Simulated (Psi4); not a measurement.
# SiH4S (sulfanylsilane): SCAN-D4/cc-pCVTZ (density fitting)

Aim: the energy change on altering one bond length of SiH4S (sulfanylsilane) at SCAN-D4/cc-pCVTZ (density fitting), from 2 runs. 

The calculation is run with Psi4 1.11.

1 further run of the same task is left out (set aside as unsound or not needed).

## 1. The system as given

SiH4S has 6 atoms, charge 0, and is taken as a singlet. As SMILES, `[SiH3]S`. The shape is that of a PBE0-D4/def2-TZVP optimisation.

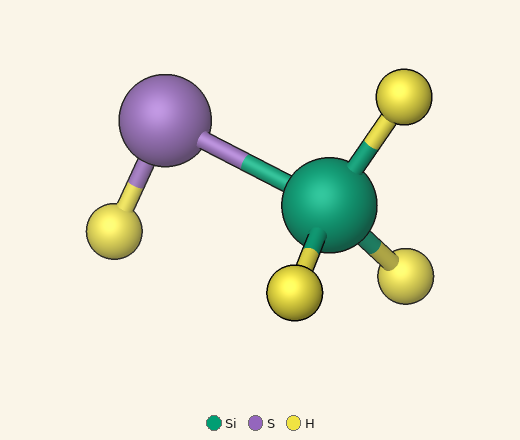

The structure, seen from a chosen angle (silicon teal, sulfur purple, hydrogen yellow).

## 2. A single-point energy at SCAN-D4/cc-pCVTZ (density fitting)

Input file calc.py:

```python
import psi4

psi4.set_memory(1600000000)
psi4.set_num_threads(1)
psi4.set_output_file('h4ssi.out', False)

geom = psi4.geometry("""
0 1
Si    -0.169800    -0.263400    -0.436000
S      0.907300    -0.012600     1.392800
H     -1.629800    -0.074300    -0.241600
H      0.108600    -1.658300    -0.852500
H      0.299800     0.681200    -1.481100
H      0.526100     1.263300     1.572300
units angstrom
""")

psi4.set_options({
    'basis': 'cc-pCVTZ',
    'reference': 'rks',
    'scf_type': 'mem_df',
})

result = psi4.energy("SCAN-D4")
print('E =', round(result, 9))
```

The run is started by

```bash
$ python calc.py
```

h4ssi.out:

```text
[...]
  Running in c1 symmetry.
[...]
  Nuclear repulsion =   89.238634659737230
[...]
  Multiplicity = 1
[...]
  Nalpha       = 17
  Nbeta        = 17
[...]
    Number of basis functions: 174
[...]
   @DF-RKS iter   1:  -690.09172361154344   -2.21674e-01   3.26817e-03 DIIS/ADIIS
[...]
   @DF-RKS iter   8:  -690.18475024938141   -9.45053e-08   9.50167e-07 DIIS
[...]
    Orbital Energies [Eh]
    ---------------------
    Doubly Occupied:
       1A    -88.510492     2A    -65.837559     3A     -7.868132
       4A     -5.810993     5A     -5.807668     6A     -5.802467
       7A     -5.226323     8A     -3.566047     9A     -3.564327
      10A     -3.564071    11A     -0.702703    12A     -0.506811
      13A     -0.396381    14A     -0.339192    15A     -0.330591
      16A     -0.310058    17A     -0.241791
[...]
  @DF-RKS Final Energy:  -690.18475024938141
   => Energetics <=
    Nuclear Repulsion Energy =             89.2386346597372295
    One-Electron Energy =               -1131.4646370846744503
    Two-Electron Energy =                 400.1900350088004643
    DFT Exchange-Correlation Energy =     -48.1483441495336706
    Empirical Dispersion Energy =          -0.0004386837109250
    VV10 Nonlocal Energy =                  0.0000000000000000
    Total Energy =                       -690.1847502493814090
[...]
 Multipole Moments:
 ------------------------------------------------------------------------------------
     Multipole            Electronic (a.u.)      Nuclear  (a.u.)        Total (a.u.)
 ------------------------------------------------------------------------------------
 L = 1.  Multiply by 2.5417464519 to convert [e a0] to [Debye]
 Dipole X            :          1.8070664           -2.0300002           -0.2229338
 Dipole Y            :         -0.3644957            0.6412655            0.2767699
 Dipole Z            :          2.5928719           -2.7723104           -0.1794385
 Magnitude           :                                                    0.3981196
[...]
```

Standard output:

```text
E = -690.184750249
```

Wall time 16 s (1 thread of INTEL XEON PLATINUM 8581C at 2.10GHz (Emerald Rapids), shared host); peak memory 0.95 GiB.

## 3. The distorted shape, same level

Input file input.json:

```json
{
  "schema_name": "qcschema_input",
  "schema_version": 1,
  "molecule": {
    "schema_name": "qcschema_molecule",
    "schema_version": 2,
    "symbols": ["Si", "S", "H", "H", "H", "H"],
    "geometry": [-0.40960192, -0.67622527, -0.62646122, 1.62582209, -0.20228195, 2.82946992, -3.16860206, -0.31887806, -0.25909846, 0.11649784, -3.31220424, -1.41353215, 0.56653989, 1.28728144, -2.79887336, 0.90545849, 2.20881961, 3.16867576],
    "molecular_charge": 0,
    "molecular_multiplicity": 1
  },
  "driver": "energy",
  "model": {
    "method": "scan-d4",
    "basis": "cc-pCVTZ"
  },
  "keywords": {
    "reference": "rks",
    "scf_type": "mem_df"
  }
}
```

The run is started by

```bash
$ psi4 --qcschema input.json -n 1 --memory 1600MB
```

stdout:

```text
[...]
  Running in c1 symmetry.
[...]
  Nuclear repulsion =   88.658183024199275
[...]
  Multiplicity = 1
[...]
  Nalpha       = 17
  Nbeta        = 17
[...]
    Number of basis functions: 174
[...]
   @DF-RKS iter   1:  -690.08888325560497   -2.48100e-01   3.23824e-03 ADIIS/DIIS
[...]
   @DF-RKS iter   8:  -690.17898143690547   -1.10930e-07   9.43208e-07 DIIS
[...]
    Orbital Energies [Eh]
    ---------------------
    Doubly Occupied:
       1A    -88.512645     2A    -65.846765     3A     -7.870229
       4A     -5.813059     5A     -5.809789     6A     -5.804581
       7A     -5.233218     8A     -3.573115     9A     -3.571389
      10A     -3.571188    11A     -0.704259    12A     -0.502621
      13A     -0.396062    14A     -0.334920    15A     -0.328936
      16A     -0.308896    17A     -0.242670
[...]
  @DF-RKS Final Energy:  -690.17898143690547
   => Energetics <=
    Nuclear Repulsion Energy =             88.6581830241992748
    One-Electron Energy =               -1130.2356469456351533
    Two-Electron Energy =                 399.5136373553031603
    DFT Exchange-Correlation Energy =     -48.1147126594478820
    Empirical Dispersion Energy =          -0.0004422113248578
    VV10 Nonlocal Energy =                  0.0000000000000000
    Total Energy =                       -690.1789814369054739
[...]
 Multipole Moments:
 ------------------------------------------------------------------------------------
     Multipole            Electronic (a.u.)      Nuclear  (a.u.)        Total (a.u.)
 ------------------------------------------------------------------------------------
 L = 1.  Multiply by 2.5417464519 to convert [e a0] to [Debye]
 Dipole X            :          1.7498912           -1.9887932           -0.2389020
 Dipole Y            :         -0.4954061            0.7241527            0.2287466
 Dipole Z            :          2.7549084           -2.8640161           -0.1091078
 Magnitude           :                                                    0.3482867
[...]
```

The result, in JSON:

```text
{
 "driver": "energy",
 "model": {
  "method": "scan-d4",
  "basis": "cc-pCVTZ"
 },
 "success": true,
 "return_result": -690.1789814369055,
 "properties": {
  "calcinfo_nbasis": 174,
  "calcinfo_nmo": 174,
  "calcinfo_nalpha": 17,
  "calcinfo_nbeta": 17,
  "calcinfo_natom": 6,
  "nuclear_repulsion_energy": 88.65818302419927,
  "return_energy": -690.1789814369055,
  "scf_one_electron_energy": -1130.2356469456352,
  "scf_two_electron_energy": 399.51363735530316,
  "scf_xc_energy": -48.11471265944788,
  "scf_dispersion_correction_energy": -0.0004422113248578283,
  "scf_dipole_moment": [-0.2389019519411386, 0.22874657128856268, -0.10910775702588005],
  "scf_total_energy": -690.1789814369055,
  "scf_iterations": 8
 }
}
```

It took 16 s on 1 thread of INTEL XEON PLATINUM 8581C at 2.10GHz (Emerald Rapids), shared host; peak memory 0.94 GiB.

## 4. What came out

At SCAN-D4/cc-pCVTZ (density fitting):

| quantity | value |
| --- | --- |
| first shape: total energy | -690.18475 Eh |
| first shape: dipole moment | 1.01 D |
| first shape: HOMO energy | -6.58 eV |
| first shape: LUMO energy | -0.35 eV |
| first shape: HOMO–LUMO gap | 6.23 eV |
| first shape: dispersion energy | -1.15 kJ/mol |
| distorted shape: total energy | -690.17898 Eh |
| distorted shape: dipole moment | 0.89 D |
| distorted shape: HOMO energy | -6.60 eV |
| distorted shape: LUMO energy | -0.40 eV |
| distorted shape: HOMO–LUMO gap | 6.21 eV |
| distorted shape: dispersion energy | -1.16 kJ/mol |
| energy change with the Si1–H5 bond stretched from 1.485 to 1.633 Å | 0.157 eV |

**Reading.** With the Si1–H5 bond stretched from 1.485 to 1.633 Å the energy rises by 0.16 eV (15.1 kJ/mol). The first shape isn't relaxed at this level, so the change isn't measured from a minimum.
